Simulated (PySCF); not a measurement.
# GeI4, SMILES `I[Ge](I)(I)I`: electronic structure

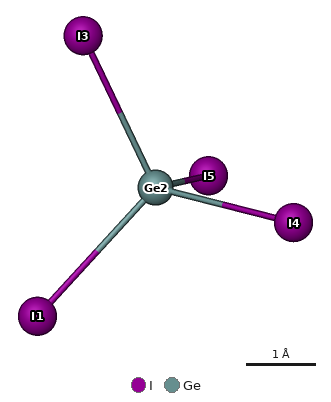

The molecule, with its atoms numbered as below. No frequency check shows the geometry to be a minimum.

Cartesian coordinates (Å):

```
I1       1.4790   -1.8446    0.9845
Ge2      0.0011   -0.0001   -0.0007
I3       1.4790    1.8447   -0.9842
I4      -1.4792   -0.9849   -1.8436
I5      -1.4794    0.9849    1.8437
```

Part 1: Bonding charge

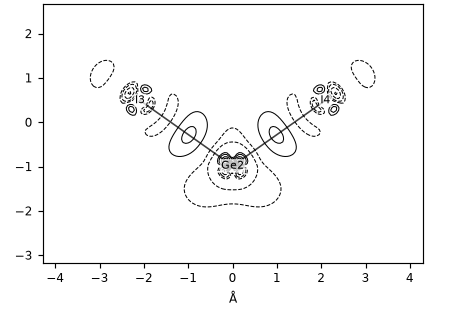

Deformation density (molecule less spherical, spin-averaged free atoms) in the plane of Ge2, I3 and I4; contours at ±0.05 to ±0.8 e/Å³; solid lines: gain, dashed lines: loss.

Computed with PySCF, PBE0/def2-TZVP, geometry: GFN2-xTB. Core potentials replace the inner electrons of I; spin–orbit coupling isn't included.

How much density has each bond in this plane gained at its critical point, relative to the free atoms?

Answer. Ge2–I3 and Ge2–I4: +0.11 e/Å³ at the bond critical point (bond length 2.56 Å, Mayer order 1.0). In all, 1.1 electrons gather in the regions of gain relative to the promolecule. A small or negative value marks a very polar bond, one between electron-rich atoms, whose free-atom densities already overlap strongly, a long bond to a heavier atom, or a closed-shell contact such as a hydrogen bond.

Part 2: Bond critical points

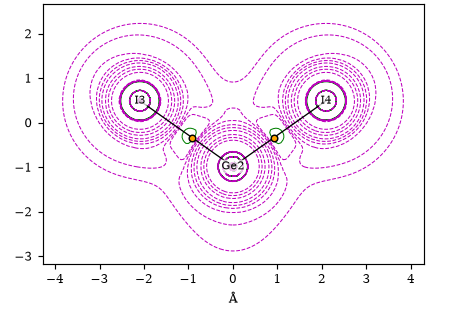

Negative Laplacian of the density (−∇²ρ) in the plane of Ge2, I3 and I4 (solid green lines positive, dashed magenta lines negative, contours at ±0.02 to ±8 a.u.), with bond paths and bond critical points (dots).

Sort the bonds in the plane by the sign of ∇²ρ at their critical points.

Answer. Concentrated (∇²ρ < 0): Ge2–I3 and Ge2–I4 (−0.03 a.u.). At none is it depleted.

Where along Ge2–I3 does the critical point lie?

Answer. 1.12 Å from Ge2 and 1.44 Å from I3.

Part 3: Local ionisation energy

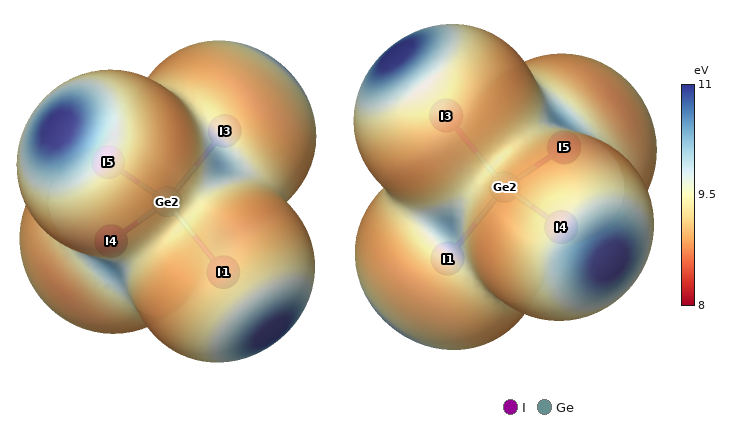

Average local ionisation energy on the surface of electron density 0.001 a.u. (back view left, front view right).

Locate the minima of the map.

Answer. The lowest value is 8.8 eV, 2.4 Å from I5, and at like points elsewhere. For comparison, the highest occupied orbital lies at −7.8 eV.

What volume does the surface enclose, and what is the dipole moment?

Answer. About 226 Å³; the dipole moment is 0.0 D.

Part 4: In an electric field

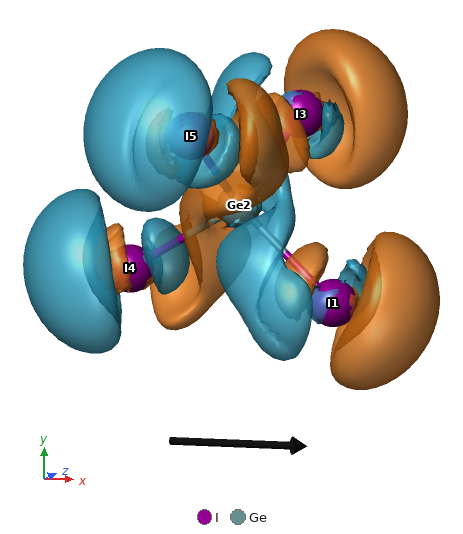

Change of the electron density in a uniform field of 0.21 V/Å along +x (arrow), surfaces at ±0.0015 e/Å³ (light blue: gain, orange: loss).

Computed with PySCF, PBE0/def2-TZVP, geometry: GFN2-xTB. Core potentials replace the inner electrons of I; spin–orbit coupling isn't included. A basis without diffuse functions makes polarisabilities too small.

How large is the response?

Answer. The induced dipole is 1.72 D (along the field); α along this axis, from the fields in both directions, is 169 bohr³ (25.0 Å³).

Which atoms gain and lose the most charge?

Answer. Electrons gather most on I4 and I5 alike (Hirshfeld charge changes by −0.029 e) and leave I1 and I3 alike most (+0.029 e); 0.116 electrons are displaced in all.

The PySCF runs shown took 67 s and 2.8 min on 1 thread of Arm Neoverse V2, with other jobs on the host.
